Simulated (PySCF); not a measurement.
# Zr(OH)3: doublet, from a trigonal planar start

The task is one start of a wider search on Zr(OH)3: the doublet, from a trigonal planar start. It is relaxed, tested by its Hessian and followed downhill if it is a saddle.

The runs use PySCF 2.14.0; PBE0, basis Zr def2-TZVP with ECP28, O def2-TZVP, H def2-TZVP, scalar-relativistic core potentials, no spin–orbit coupling, density fitting.

**1. The system as given**

7 atoms, charge 0, spin multiplicity 2.

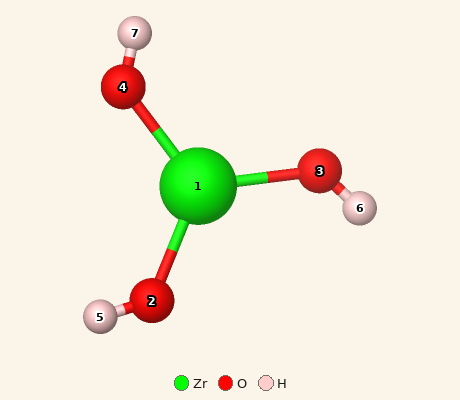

Start geometry, drawn with zirconium green, oxygen red, hydrogen pink; atoms are numbered from 1 in the order of the file.

```xyz
7
charge 0 multiplicity 2
Zr    0.0000    0.0000    0.0000
O     2.1700    0.0000    0.0000
O    -1.0850    1.8793    0.0000
O    -1.0850   -1.8793    0.0000
H     2.7871   -0.7354    0.0000
H    -0.7567    2.7814    0.0000
H    -2.0304   -2.0460    0.0000
```

**2. First SCF at the start**

One driver script runs all steps and calls PySCF; scf.py shows how it sets up the SCF of each step. The optimiser is the driver's own. After this first run the driver tries any further starts and a stability analysis.

The input, scf.py:

```python
from pyscf import gto, scf, dft
mol = gto.M(atom='''
Zr     0.000000     0.000000     0.000000
O      2.170000     0.000000     0.000000
O     -1.085000     1.879300     0.000000
O     -1.085000    -1.879300     0.000000
H      2.787100    -0.735400     0.000000
H     -0.756700     2.781400     0.000000
H     -2.030400    -2.046000     0.000000''',
    basis={'Zr': 'def2-TZVP', 'O': 'def2-TZVP', 'H': 'def2-TZVP'},
    ecp={'Zr': 'def2-TZVP'},
    charge=0, spin=1)
mf = dft.UKS(mol, xc='PBE0')
mf.grids.atom_grid = (50, 194)
aux = {'Zr': 'def2-universal-JKFIT', 'O': 'def2-universal-JKFIT', 'H': 'def2-universal-JKFIT'}
mf = mf.density_fit(auxbasis=aux)
mf.conv_tol = 1e-08
mf.diis_space = 10
mf.max_cycle = 60
mf.init_guess = 'minao'
mf.verbose = 4
mf.kernel()
```

Command:

```console
$ OMP_NUM_THREADS=4 python axn.py task.json out
```

Output:

```text
init E= -268.744944489643
[... the frontier-level lines of each cycle are left out ...]
cycle= 1 E= -274.157790091423  delta_E= -5.41  |g|= 0.867  |ddm|= 3.12
cycle= 2 E= -273.939592515022  delta_E= 0.218  |g|= 1.21  |ddm|=  1.5
cycle= 3 E= -274.456442821696  delta_E= -0.517  |g|= 0.258  |ddm|= 0.805
cycle= 4 E= -274.488076892005  delta_E= -0.0316  |g|= 0.0411  |ddm|= 0.251
cycle= 5 E= -274.489024168382  delta_E= -0.000947  |g|= 0.0036  |ddm|= 0.0374
cycle= 6 E= -274.489036097549  delta_E= -1.19e-05  |g|= 0.0011  |ddm|= 0.00894
cycle= 7 E= -274.489038507582  delta_E= -2.41e-06  |g|= 0.000476  |ddm|= 0.00303
cycle= 8 E= -274.489039221399  delta_E= -7.14e-07  |g|= 0.000105  |ddm|= 0.00156
cycle= 9 E= -274.489039243801  delta_E= -2.24e-08  |g|= 9.69e-05  |ddm|= 0.00034
cycle= 10 E= -274.489039247173  delta_E= -3.37e-09  |g|= 3.05e-05  |ddm|= 6.32e-05
Extra cycle  E= -274.489039245999  delta_E= 1.17e-09  |g|= 6.47e-05  |ddm|= 6.3e-05
converged SCF energy = -274.489039245999  <S^2> = 0.75406422  2S+1 = 2.0040601
```

This step, with its further starts and checks, needed 24 s of wall time on 4 threads of Intel Xeon Platinum 8488C (Sapphire Rapids), shared host.

Energies from each starting density:

| start | energy (Eh) |
| --- | --- |
| the minimal-basis guess | -274.489039 |
| a thermally smeared density | -274.489039 |
| a smeared PBE density | -274.489039 |

The test of internal stability and the other starts found no lower solution of this spin.

**3. Relaxation: trigonal planar start, doublet**

The program finds C3h symmetry in the start, which this walk keeps. Threshold on the gradient: 0.0003 Eh/bohr, with a further test on the energy change.

scf.py: that of step 2 with these lines changed.

```diff
@@ -3,7 +3,7 @@
-Zr     0.000000     0.000000     0.000000
-O      2.170000     0.000000     0.000000
-O     -1.085000     1.879300     0.000000
-O     -1.085000    -1.879300     0.000000
-H      2.787100    -0.735400     0.000000
-H     -0.756700     2.781400     0.000000
-H     -2.030400    -2.046000     0.000000''',
+Zr    -0.000000    -0.000000     0.000000
+O      2.170014     0.000000     0.000000
+O     -1.085007     1.879288     0.000000
+O     -1.085007    -1.879288     0.000000
+H      2.787100    -0.735386     0.000000
+H     -0.756688     2.781392     0.000000
+H     -2.030413    -2.046007     0.000000''',
@@ -20 +19,0 @@
-mf.init_guess = 'minao'
```

Steps of the walk:

| step | energy (Eh) | change (kJ/mol) | largest symmetric gradient (Eh/bohr) |
| --- | --- | --- | --- |
| 0 | -274.489039 | 0.00 | 0.06663 |
| 1 | -274.525803 | -96.52 | 0.03525 |
| 2 | -274.540637 | -135.47 | 0.02438 |
| 3 | -274.542085 | -139.27 | 0.00494 |
| 4 | -274.542374 | -140.03 | 0.00302 |
| 5 | -274.543104 | -141.95 | 0.01075 |
| 6 | -274.543559 | -143.14 | 0.01149 |
| 7 | -274.544264 | -144.99 | 0.00504 |
| 8 | -274.544518 | -145.66 | 0.00275 |
| 9 | -274.544688 | -146.11 | 0.00108 |
| 10 | -274.544703 | -146.15 | 0.00666 |
| 11 | -274.544846 | -146.52 | 0.00108 |
| 12 | -274.544888 | -146.63 | 0.00203 |
| 13 | -274.544903 | -146.67 | 0.00206 |
| 14 | -274.544931 | -146.74 | 0.00025 |
| 15 | -274.544937 | -146.76 | 0.00212 |
| 16 | -274.544947 | -146.78 | 0.00023 |
| 17 | -274.544951 | -146.80 | 0.00026 |
| 18 | -274.544954 | -146.80 | 0.00075 |
| 19 | -274.544955 | -146.81 | 0.00007 |

The walk took 82 s.

Geometry (Å) and forces (eV/Å) at some steps:

```
step 0
Zr   0.000   0.000   0.000  -0.004  -0.004   0.000
O    2.170   0.000   0.000  -3.429  -0.025   0.000
O   -1.085   1.879   0.000   1.738  -2.949   0.000
O   -1.085  -1.879   0.000   1.694   2.979   0.000
H    2.787  -0.735   0.000  -0.119   0.051   0.000
H   -0.757   2.781   0.000   0.015  -0.129   0.000
H   -2.030  -2.046   0.000   0.104   0.076   0.000
step 1
Zr   0.000   0.000   0.000  -0.008  -0.003   0.000
O    2.056  -0.004   0.000  -1.783  -0.543   0.000
O   -1.024   1.782   0.000   1.366  -1.262   0.000
O   -1.032  -1.778   0.000   0.424   1.808   0.000
H    2.718  -0.714   0.000  -0.465   0.536   0.000
H   -0.741   2.711   0.000  -0.233  -0.671   0.000
H   -1.977  -1.997   0.000   0.698   0.135   0.000
step 10
Zr   0.000   0.000   0.000   0.011  -0.011   0.000
O    1.912  -0.253   0.000   0.301  -0.116   0.000
O   -0.737   1.782   0.000  -0.051   0.319   0.000
O   -1.175  -1.529   0.000  -0.260  -0.194   0.000
H    2.821  -0.558   0.000  -0.328   0.115   0.000
H   -0.927   2.722   0.000   0.064  -0.341   0.000
H   -1.893  -2.164   0.000   0.264   0.227   0.000
step 19
Zr   0.000   0.000   0.000   0.018  -0.010   0.000
O    1.891  -0.366   0.000   0.002   0.001   0.000
O   -0.628   1.821   0.000  -0.008   0.003   0.000
O   -1.263  -1.455   0.000  -0.013   0.005   0.000
H    2.836  -0.482   0.000  -0.003  -0.002   0.000
H   -1.000   2.697   0.000   0.002  -0.001   0.000
H   -1.836  -2.215   0.000   0.000   0.002   0.000
```

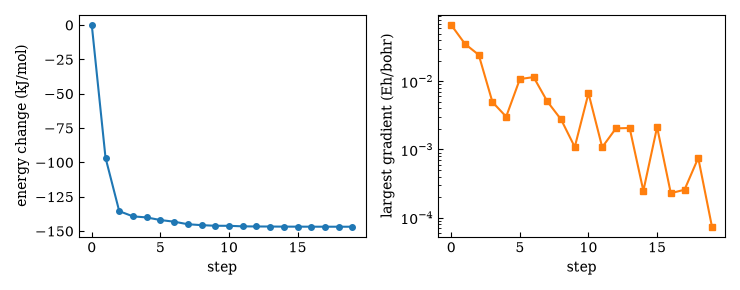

How energy and gradient fall.

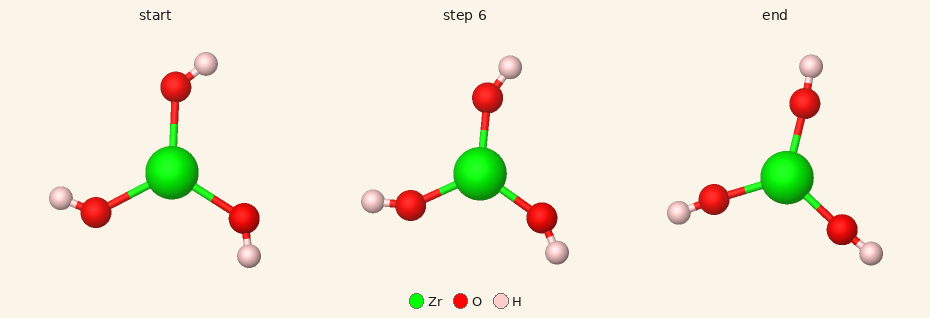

Start and end of the relaxation, with a step between.

After 19 steps and 146.8 kJ/mol it ends at C3h: O–H 0.952 Å (×3), Zr–O 1.926 Å (×3); H–O–Zr 176.0° (×3), O–Zr–O 120.0° (×3).

**4. Is it a minimum? Harmonic modes**

On the finer grid the gradient is checked again; gradients at displacements of ±0.02 bohr then give force constants and infrared intensities.

scf.py: that of step 3 with these lines changed.

```diff
@@ -3,7 +3,7 @@
-Zr    -0.000000    -0.000000     0.000000
-O      2.170014     0.000000     0.000000
-O     -1.085007     1.879288     0.000000
-O     -1.085007    -1.879288     0.000000
-H      2.787100    -0.735386     0.000000
-H     -0.756688     2.781392     0.000000
-H     -2.030413    -2.046007     0.000000''',
+Zr     0.000000    -0.000000     0.000000
+O      1.896582    -0.336372     0.000000
+O     -0.656985     1.810674     0.000000
+O     -1.239597    -1.474303     0.000000
+H      2.833745    -0.502584     0.000000
+H     -0.981622     2.705387     0.000000
+H     -1.852123    -2.202803     0.000000''',
@@ -14 +14 @@
-mf.grids.atom_grid = (50, 194)
+mf.grids.atom_grid = (75, 302)
@@ -17 +17 @@
-mf.conv_tol = 1e-08
+mf.conv_tol = 1e-10
```

The driver hands on the density of the step before, so the log starts near convergence.

SCF at the final geometry:

```text
init E= -274.544875870247
[... the frontier-level lines of each cycle are left out ...]
cycle= 1 E= -274.544875870245  delta_E= 2.33e-12  |g|= 2.27e-06  |ddm|= 3.82e-06
Extra cycle  E= -274.54487587024  delta_E= 4.89e-12  |g|= 3.98e-06  |ddm|= 4.81e-06
converged SCF energy = -274.54487587024  <S^2> = 0.75244359  2S+1 = 2.0024421
```

The whole step took 1.7 min.

Geometry: D3h; O–H 0.952 Å (×3), Zr–O 1.926 Å (×3); H–O–Zr 180.0° (×3), O–Zr–O 120.0° (×3).

Modes, for the most abundant isotopes:

```json
{"symmetry": "a2''", "ω (cm⁻¹)": "67", "IR (km/mol)": "24.3"}
{"symmetry": "a2'", "ω (cm⁻¹)": "91", "IR (km/mol)": "0.0"}
{"symmetry": "e'", "ω (cm⁻¹)": "154", "IR (km/mol)": "7.0"}
{"symmetry": "e'", "ω (cm⁻¹)": "258", "IR (km/mol)": "497"}
{"symmetry": "e''", "ω (cm⁻¹)": "361", "IR (km/mol)": "0.0"}
{"symmetry": "a2''", "ω (cm⁻¹)": "378", "IR (km/mol)": "258"}
{"symmetry": "a1'", "ω (cm⁻¹)": "685", "IR (km/mol)": "0.0"}
{"symmetry": "e'", "ω (cm⁻¹)": "704", "IR (km/mol)": "444"}
{"symmetry": "e'", "ω (cm⁻¹)": "4011", "IR (km/mol)": "651"}
{"symmetry": "a1'", "ω (cm⁻¹)": "4014", "IR (km/mol)": "0.0"}
```

All wavenumbers are real: a minimum.

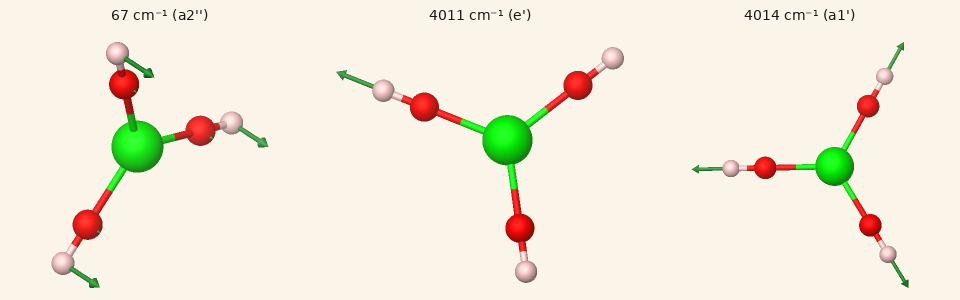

How the atoms move in 3 of the modes.

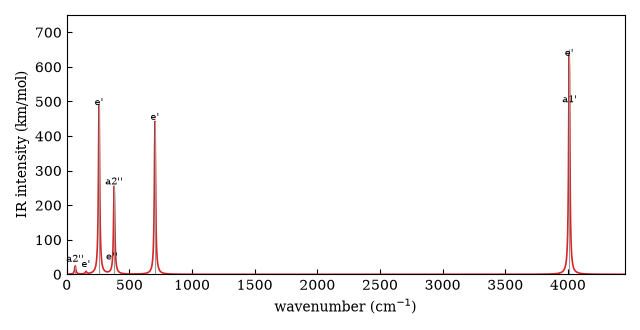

The harmonic infrared spectrum (widths in cm⁻¹). Lines are broadened to a width of 12 cm⁻¹ (Lorentzian).

Properties at this point:

| Quantity | Value |
| --- | --- |
| Dipole moment | 0.00 D |
| Highest occupied level | -4.48 eV |
| Lowest empty level | -1.17 eV |
| Rotational constants | 0.166, 0.166, 0.08301 cm⁻¹ |
| Zero-point energy | 97.0 kJ/mol |
| Principal polarisabilities | 55.5, 55.5, 74.3 bohr³ |
| Atomisation energy without zero-point energy | 2898 kJ/mol |
| Principal traceless quadrupole moments about the centre of mass | -8.07, 4.04, 4.04 D Å |
| Entropy at 298.15 K and 1 bar (electronic part: spin only) | 357.0 J/(mol K) |
| Heat capacity Cp at 298.15 K | 110.0 J/(mol K) |
| Enthalpy at 298.15 K above 0 K | 23.43 kJ/mol |
| Rotational symmetry number | 6 |
| Spin squared ⟨S²⟩ | 0.752 |

Charges (e) and bond orders:

```json
{"atom": "Zr1", "Mulliken": "1.32", "Löwdin": "0.54", "polar tensor": "1.73", "spin (Mulliken)": "1.06", "Mayer order to Zr1": "–"}
{"atom": "O2,3,4", "Mulliken": "-0.76", "Löwdin": "-0.34", "polar tensor": "-0.92", "spin (Mulliken)": "-0.02", "Mayer order to Zr1": "0.94"}
{"atom": "H5,6,7", "Mulliken": "0.32", "Löwdin": "0.16", "polar tensor": "0.35", "spin (Mulliken)": "0.00", "Mayer order to Zr1": "0.03"}
```

Mulliken populations on Zr1 (outside its core potential): s 2.45, p 6.19, d 1.92, f 0.11.

**5. Summary of results**

| quantity | value |
| --- | --- |
| minimum | doublet, D3h |
| geometry | O–H 0.952 Å (×3), Zr–O 1.926 Å (×3); H–O–Zr 180.0° (×3), O–Zr–O 120.0° (×3) |
| wavenumbers (cm⁻¹) | 67 (a2''), 91 (a2'), 154 (e'), 258 (e'), 361 (e''), 378 (a2''), 685 (a1'), 704 (e'), 4011 (e'), 4014 (a1') |
| dipole moment | 0.00 D |
| highest occupied, lowest empty level (either spin) | -4.48, -1.17 eV |
| polar-tensor charge of Zr1 | +1.73 e |
| zero-point energy | 97.0 kJ/mol |
| entropy at 298.15 K | 357.0 J/(mol K) |
| atomisation energy (no zero-point energy) | 2898 kJ/mol |
| ⟨S²⟩ | 0.752 |

The trigonal planar start (C3h) ends in a minimum of D3h symmetry. The strongest infrared band lies at 4011 cm⁻¹ (e'). The dipole vanishes although Zr1 carries +1.7 e by the polar tensor: the bond dipoles cancel. Most of the spin sits on Zr1 (Mulliken spin 1.06, against 1 for the whole molecule). Only this shape and spin were tried, so other structures or states may lie lower. Open d and f shells are described by one determinant, and the ground state may have another occupation or spin.

The search up to here took 3.5 min.
